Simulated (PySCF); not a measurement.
# C2HO (SMILES [CH]=C=O), run twice

Wanted: a single-point energy of C2HO, USCAN/6-31++G** (sfX2C, density fitting with cc-pvtz-jkfit, spherical functions, ddCOSMO benzene).

The results are computed with PySCF 2.14.0.

2 further runs of the same task are left out: 2 set aside as unsound or not needed.

### Step 1. Starting point

The species is C2HO (4 atoms), meant as a doublet with charge 0. SMILES: `[CH]=C=O`. The coordinates come from a GFN2-xTB relaxation.

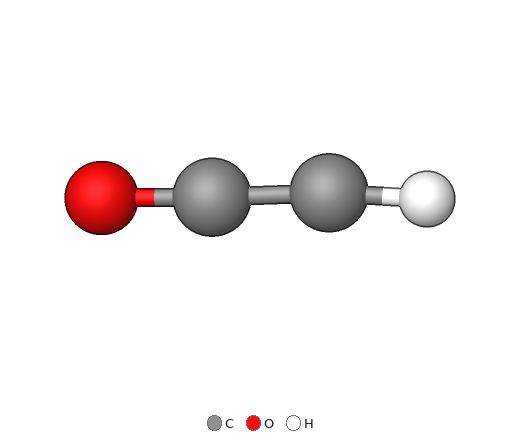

The structure, seen from a chosen angle (carbon grey, oxygen red, hydrogen white).

### Step 2. The input as first written

The input, calc.py:

```python
# [CH]=C=O
from pyscf import gto, dft, solvent

mol = gto.M(
    atom='''
C   -0.171760   0.572650  -0.276810
C    0.131610  -0.508290   0.271360
O    0.396050  -1.519020   0.814760
H   -0.355890   1.454670  -0.809310
''',
    verbose=4,
    basis='6-31++g**',
    charge=0,
    max_memory=1860,
    spin=1,
)

ks = dft.UKS(mol, xc='scan')
ks = ks.x2c()
ks = ks.density_fit(auxbasis='cc-pvtz-jkfit')
ks = ks.ddCOSMO()
ks.with_solvent.eps = 2.2706  # benzene
ks.grids.level = 0
ks.kernel()
if not ks.converged:
    ks = ks.newton().run(ks.mo_coeff, ks.mo_occ)

e_final = ks.e_tot
print('Final energy', e_final)
dip = ks.dip_moment()
pop, q = ks.mulliken_pop()
```

On the command line:

```console
$ OMP_NUM_THREADS=1 python calc.py
```

The program printed:

```text
PySCF version 2.14.0

[INPUT] num. atoms = 4
[INPUT] num. electrons = 21
[INPUT] charge = 0
[INPUT] spin (= nelec alpha-beta = 2S) = 1
[INPUT] symmetry False subgroup None
[INPUT] Mole.unit = angstrom
[INPUT] Symbol           X                Y                Z      unit          X                Y                Z       unit  Magmom
[INPUT]  1 C     -0.171760000000   0.572650000000  -0.276810000000 AA   -0.324579359155   1.082151665232  -0.523095088541 Bohr   0.0
[INPUT]  2 C      0.131610000000  -0.508290000000   0.271360000000 AA    0.248706855254  -0.960528891855   0.512796081162 Bohr   0.0
[INPUT]  3 O      0.396050000000  -1.519020000000   0.814760000000 AA    0.748426031634  -2.870531777737   1.539673257251 Bohr   0.0
[INPUT]  4 H     -0.355890000000   1.454670000000  -0.809310000000 AA   -0.672534630471   2.748927901621  -1.529374249872 Bohr   0.0

[... 62 lines left out ...]
WARN: beta  nocc = 10  HOMO -0.285683010741384 >= LUMO -0.285483304313068
[... 8 lines left out ...]
Solvent Energy = -0.010510662188351
[... 11 lines left out ...]
Solvent Energy = -0.00178293839818805
[... 11 lines left out ...]
Solvent Energy = -0.00216765824900194
[... 11 lines left out ...]
Solvent Energy = -0.00215246406256634
[... 11 lines left out ...]
Solvent Energy = -0.00214898209327646
[... 11 lines left out ...]
Solvent Energy = -0.00214869503501269
[... 7 lines left out ...]
converged SCF energy = -151.969587996839  <S^2> = 0.75969036  2S+1 = 2.009667
[... 1 line left out ...]
Dipole moment(X, Y, Z, Debye): -0.49137,  2.12690, -1.30058
[... 10 lines left out ...]
charge of  3H =      0.20804  (     0.36651      0.42545 )
```

Wall time 5.7 s (1 thread of Intel Xeon Platinum 8259CL at 2.50GHz (Skylake/Cascade Lake), shared host); peak memory 0.2 GiB.

### Step 3. Diagnosis

The program ended normally, but the settings are unsound, so its numbers aren't properties of the molecule.

What is wrong: the grid is far too coarse. To mend it: integration grid at its default in place of 0.

### Step 4. Try two

The input, job.py:

```python
from pyscf import gto, dft, solvent

mol = gto.M(
    atom='C -0.171760 0.572650 -0.276810; C 0.131610 -0.508290 0.271360; O 0.396050 -1.519020 0.814760; H -0.355890 1.454670 -0.809310',
    basis='6-31++g**',
    verbose=4,
    max_memory=1860,
    spin=1,
)

ks = dft.UKS(mol)
ks.xc = 'scan'
ks = ks.sfx2c1e()
ks = ks.density_fit(auxbasis='cc-pvtz-jkfit')
ks = ks.ddCOSMO()
ks.with_solvent.eps = 2.2706  # benzene
ks.damp = 0.2
ks.diis_start_cycle = 8
ks.kernel()
if not ks.converged:
    ks = ks.newton().run(ks.mo_coeff, ks.mo_occ)

etot = ks.e_tot
print(f'total energy: {etot:.8f} hartree')
ks.analyze()
```

On the command line:

```console
$ OMP_NUM_THREADS=1 python job.py
```

The program printed:

```text
PySCF version 2.14.0

[INPUT] num. atoms = 4
[INPUT] num. electrons = 21
[INPUT] charge = 0
[INPUT] spin (= nelec alpha-beta = 2S) = 1
[INPUT] symmetry False subgroup None
[INPUT] Mole.unit = angstrom
[INPUT] Symbol           X                Y                Z      unit          X                Y                Z       unit  Magmom
[INPUT]  1 C     -0.171760000000   0.572650000000  -0.276810000000 AA   -0.324579359155   1.082151665232  -0.523095088541 Bohr   0.0
[INPUT]  2 C      0.131610000000  -0.508290000000   0.271360000000 AA    0.248706855254  -0.960528891855   0.512796081162 Bohr   0.0
[INPUT]  3 O      0.396050000000  -1.519020000000   0.814760000000 AA    0.748426031634  -2.870531777737   1.539673257251 Bohr   0.0
[INPUT]  4 H     -0.355890000000   1.454670000000  -0.809310000000 AA   -0.672534630471   2.748927901621  -1.529374249872 Bohr   0.0

[... 83 lines left out ...]
Solvent Energy = -0.147628666857942
[... 35 lines left out ...]
Solvent Energy = -0.282981433969518
[... 26 lines left out ...]
Solvent Energy = -0.00113930379917577
[... 35 lines left out ...]
Solvent Energy = -0.00188711100860554
[... 35 lines left out ...]
Solvent Energy = -0.00188432599253366
[... 35 lines left out ...]
Solvent Energy = -0.00188597752106189
[... 35 lines left out ...]
Solvent Energy = -0.00188576088141226
[... 7 lines left out ...]
Two-electron Energy =                  105.290408097749690
[... 9 lines left out ...]
MO #60  energy= 4.0936659309011    | 4.05896044386004   occ= 0 | 0
[... 82 lines left out ...]
Dipole moment(X, Y, Z, Debye): -0.40817,  1.97533, -1.19535
```

Run time: 33 s. Hardware: 1 thread of Intel Xeon Platinum 8259CL at 2.50GHz (Skylake/Cascade Lake), shared host; peak memory 0.29 GiB.

### Step 5. Summary of results

At USCAN/6-31++G** (sfX2C, density fitting with cc-pvtz-jkfit, spherical functions, ddCOSMO benzene):

| quantity | value |
| --- | --- |
| total energy | -151.94386 Eh |
| dipole moment | 2.34 D |
| HOMO energy (highest over α and β) | -6.27 eV |
| LUMO energy (lowest over α and β) | -5.17 eV |
| solvent term in the energy | -5.0 kJ/mol |
| ⟨S²⟩ | 0.761 |

What this shows: The first attempt's energy was -0.700 eV off this one.
